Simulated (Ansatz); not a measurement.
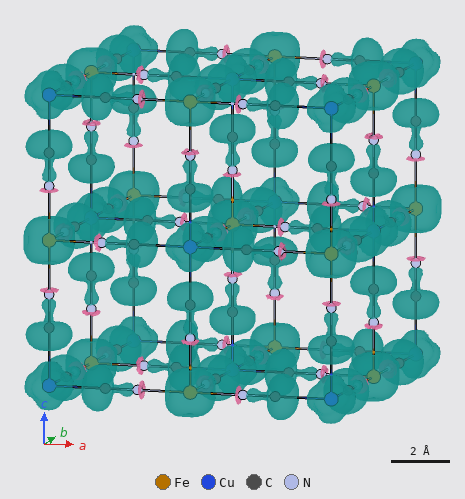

Figure. FeCuC6N6. Isosurfaces of the spin density (up minus down) at +0.04 (teal) and −0.04 e/Å³ (pink), seen slightly off an axis. Sticks mark near contacts.

Space group Fm-3m; a structure generated by program, which may or may not match a known phase; spin-polarised.

Method: DFT PBE, scalar-relativistic, plane waves, PAW (Ansatz 0.2.0).

In a PAW calculation such maps are meaningful between the atoms, not at the nuclei.

Question: Describe the spin distribution.

Answer: The spin density sits on Fe: +0.8 μB (×4); Cu: +0.8 μB (×4) in one cell of 56 atoms, with smaller moments on other sites: C (up to +0.07 μB): parallel main moments (a ferromagnetic arrangement) in this solution. The cell of the calculation (14 atoms) carries 2.8 μB of net spin moment.
